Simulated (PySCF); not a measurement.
# One shape, several levels: SiHBr (SMILES [SiH]Br)

Wanted: a comparison of 6 runs (B2PLYP/STO-3G, B3LYP/STO-3G, M06-2X/STO-3G, UPBE0/STO-3G, CCSDTQ/STO-3G, UCCSD(T)/STO-3G) of SiHBr. Input form: a Python script.

The results are computed with PySCF 2.14.0.

4 further runs of the same task are left out: 4 set aside as unsound or not needed.

### Step 1. Starting point

SiHBr has 3 atoms, charge 0, and is taken as a singlet. SMILES: `[SiH]Br`. The Si1–H3 distance was set to 1.833 Å, away from the relaxed value.

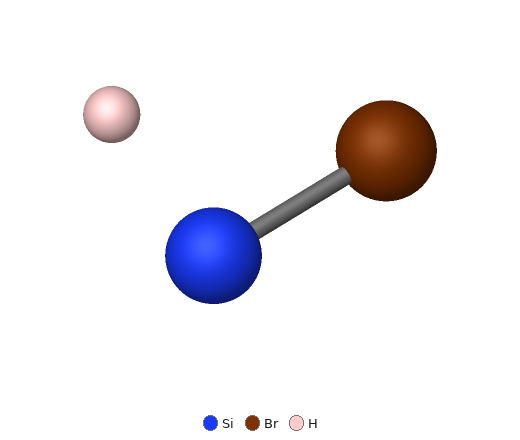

The structure, seen from a chosen angle (silicon blue, bromine brown, hydrogen pink).

### Step 2. The energy at B2PLYP/STO-3G (run 1)

run.py reads:

```python
from pyscf import gto, dft, mp

molecule = gto.Mole()
molecule.atom = '''
Si    -1.141808     1.557051    -0.483010
Br     2.572637     1.329528     1.553170
H     -1.374020    -1.867616    -0.942217
'''
molecule.basis = 'sto-3g'
molecule.max_memory = 1860
molecule.verbose = 3
molecule.unit = 'bohr'
molecule.charge = 0
molecule.build()

mf = dft.RKS(molecule)
mf.xc = '0.53*HF + 0.47*B88, 0.73*LYP'
mf.conv_tol = 1e-10
mf.grids.level = 5
mf.kernel()
if not mf.converged:
    mf = mf.newton().run(mf.mo_coeff, mf.mo_occ)

pt = mp.MP2(mf, frozen=14).run()
e_final = mf.e_tot + 0.27 * pt.e_corr
print('PT2 part  %.8f' % (0.27 * pt.e_corr))
print('E(%s) = %.9f' % ('B2PLYP', e_final))
```

Launch:

```sh
$ OMP_NUM_THREADS=1 python run.py
```

Standard output:

```text
converged SCF energy = -2832.19236781106
E(RMP2) = -2832.25764902977  E_corr = -0.0652812187136648
E(SCS-RMP2) = -2832.26560156933  E_corr = -0.0732337582732325
PT2 part  -0.01762593
E(B2PLYP) = -2832.209993740
```

Wall time 2.9 s (1 thread of Arm Neoverse V1, shared host); peak memory 0.22 GiB.

### Step 3. The energy at B3LYP/STO-3G (run 2)

geometry.xyz reads:

```xyz
3
BrHSi
Si    -0.604219     0.823956    -0.255598
Br     1.361381     0.703556     0.821902
H     -0.727100    -0.988300    -0.498600
```

job.py reads:

```python
from pyscf import gto, dft

mol = gto.M(
    atom='geometry.xyz',
    verbose=3,
    basis='sto-3g',
    max_memory=1860,
)

myscf = dft.RKS(mol, xc='b3lyp')
myscf.conv_tol = 1e-10
myscf.grids.level = 5
myscf.kernel()
if not myscf.converged:
    myscf = myscf.newton().run(myscf.mo_coeff, myscf.mo_occ)

etot = myscf.e_tot
print('E = %.10f Eh' % etot)
```

Launch:

```sh
$ OMP_NUM_THREADS=1 python job.py
```

Standard output:

```text
converged SCF energy = -2832.66908249672
E = -2832.6690824967 Eh
```

Wall time 3 s (1 thread of Arm Neoverse V1, shared host); peak memory 0.22 GiB.

Run 3 isn't shown in full; the table further down has it.

### Step 4. A single-point energy at UPBE0/STO-3G (run 4)

calc.py reads:

```python
from pyscf import gto, dft

mol = gto.M(
    atom=[
    ('Si', (-0.604219, 0.823956, -0.255598)),
    ('Br', (1.361381, 0.703556, 0.821902)),
    ('H', (-0.727100, -0.988300, -0.498600)),
],
    max_memory=1860,
    charge=0,
    verbose=4,
    basis='sto-3g',
)

mf = dft.UKS(mol, xc='pbe0')
mf.grids.level = 5
mf.conv_tol = 1e-10
mf.kernel()
if not mf.converged:
    mf = mf.newton().run(mf.mo_coeff, mf.mo_occ)
for _ in range(3):
    mo, _, stable, _ = mf.stability(return_status=True)
    if stable:
        break
    mf.kernel(mf.make_rdm1(mo, mf.mo_occ))

e_final = mf.e_tot
print('E = %.10f Eh' % e_final)
```

Launch:

```sh
$ OMP_NUM_THREADS=1 python calc.py
```

Standard output:

```text
PySCF version 2.14.0

[INPUT] num. atoms = 3
[INPUT] num. electrons = 50
[INPUT] charge = 0
[INPUT] spin (= nelec alpha-beta = 2S) = 0
[INPUT] symmetry False subgroup None
[INPUT] Mole.unit = angstrom
[INPUT] Symbol           X                Y                Z      unit          X                Y                Z       unit  Magmom
[INPUT]  1 Si    -0.604219000000   0.823956000000  -0.255598000000 AA   -1.141808429259   1.557051178692  -0.483010217987 Bohr   0.0
[INPUT]  2 Br     1.361381000000   0.703556000000   0.821902000000 AA    2.572637241187   1.329528153294   1.553169681232 Bohr   0.0
[INPUT]  3 H     -0.727100000000  -0.988300000000  -0.498600000000 AA   -1.374019865171  -1.867616328908  -0.942217445708 Bohr   0.0

nuclear repulsion = 125.737862843937
number of shells = 14
number of NR pGTOs = 84
number of NR cGTOs = 28
basis = sto-3g
ecp = {}

[... 74 lines left out ...]
converged SCF energy = -2832.33906289752  <S^2> = 2.855316e-11  2S+1 = 1
[... 2 lines left out ...]
E = -2832.3390628975 Eh
```

Run time: 8.7 s. Hardware: 1 thread of Arm Neoverse V1, shared host; peak memory 0.31 GiB.

Run 5 isn't shown in full; the table further down has it.

### Step 5. The energy at UCCSD(T)/STO-3G (run 6)

mol.xyz reads:

```xyz
3

Si    -0.604219     0.823956    -0.255598
Br     1.361381     0.703556     0.821902
H     -0.727100    -0.988300    -0.498600
```

run.py reads:

```python
from pyscf import gto, scf, cc

mol = gto.M(
    atom='mol.xyz',
    verbose=3,
    charge=0,
    max_memory=1860,
    basis='sto-3g',
)

mf = scf.UHF(mol)
mf.conv_tol = 1e-10
mf.kernel()
if not mf.converged:
    mf = mf.newton().run(mf.mo_coeff, mf.mo_occ)
for _ in range(3):
    mo, _, stable, _ = mf.stability(return_status=True)
    if stable:
        break
    mf.kernel(mf.make_rdm1(mo, mf.mo_occ))

mycc = cc.CCSD(mf, frozen=14)
mycc.kernel()
e_t = mycc.ccsd_t()
energy = mycc.e_tot + e_t
print('Final energy', energy)
```

Launch:

```sh
$ OMP_NUM_THREADS=1 python run.py
```

Standard output:

```text
converged SCF energy = -2830.78912871243  <S^2> = 4.2277293e-13  2S+1 = 1
<class 'pyscf.scf.uhf.UHF'> wavefunction is stable in the internal stability analysis
E(UCCSD) = -2830.855700154129  E_corr = -0.06657144169955703
UCCSD(T) correction = -0.00140011891172939
Final energy -2830.8571002730405
```

It took 1.1 s on 1 thread of Arm Neoverse V1, shared host; peak memory 0.12 GiB.

### Step 6. The series

```
run            level  frozen core orbitals  follow instability   energy (Eh)  dipole moment (D) of the reference  HOMO energy (eV)  LUMO energy (eV)  wall time
  1    B2PLYP/STO-3G                    14                   –  -2832.209994                                2.03             -4.80              2.20      2.9 s
  2     B3LYP/STO-3G                     –                   –  -2832.669082                                1.66             -3.59              0.50        3 s
  3    M06-2X/STO-3G                     –                   –  -2832.714872                                1.97             -4.89              1.60      3.9 s
  4     UPBE0/STO-3G                     –                 yes  -2832.339063                                1.71             -3.82              0.68      8.7 s
  5    CCSDTQ/STO-3G                    14                   –  -2830.857453                                2.45             -6.49              4.82       14 s
  6  UCCSD(T)/STO-3G                    14                 yes  -2830.857100                                2.45             -6.49              4.82      1.1 s
```

### Step 7. Summary of results

```
                                           quantity           value
                                run 6: total energy  -2830.85710 Eh
        run 6: dipole moment (Hartree–Fock density)          2.45 D
         run 6: HOMO energy (Hartree–Fock orbitals)        -6.49 eV
         run 6: LUMO energy (Hartree–Fock orbitals)         4.82 eV
       run 6: HOMO–LUMO gap (Hartree–Fock orbitals)        11.30 eV
run 6: correlation energy (14 core orbitals frozen)       -68.0 mEh
                              run 6: (T) correction       -1.40 mEh
                               run 6: T1 diagnostic           0.011
```

What this shows: Over runs 1, 2, 3, 4 the dipole moment (its size) runs from 1.66 D (B3LYP/STO-3G) to 2.03 D (B2PLYP/STO-3G). A double hybrid's value is that of its SCF part. Over runs 1, 2, 3, 4 the HOMO–LUMO gap runs from 4.09 eV (B3LYP/STO-3G) to 7.00 eV (B2PLYP/STO-3G). Totals of different functionals can't be ranked against each other. In runs 1, 2, 3, 4, 5, 6 the basis is minimal, so the values are rough. All runs together took 33 s, the longest 14 s.
